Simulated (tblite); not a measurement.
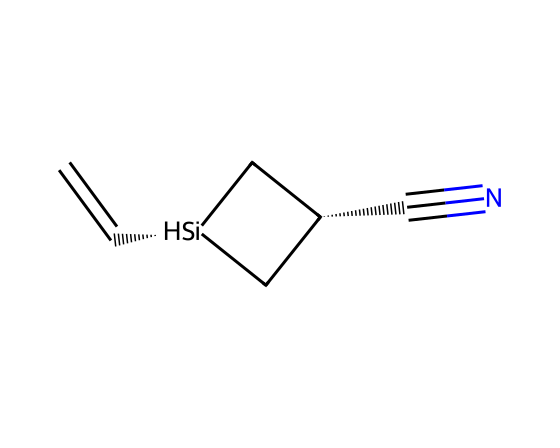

Figure made from data computed with tblite.

A structural formula.

Write the SMILES.

Answer. C=C[Si@H]1C[C@@H](C#N)C1

Give the formula, hydrogens included.

Answer. C6H9NSi.

An optimisation with GFN2-xTB gave a structure of which point group?

Answer. Cs.
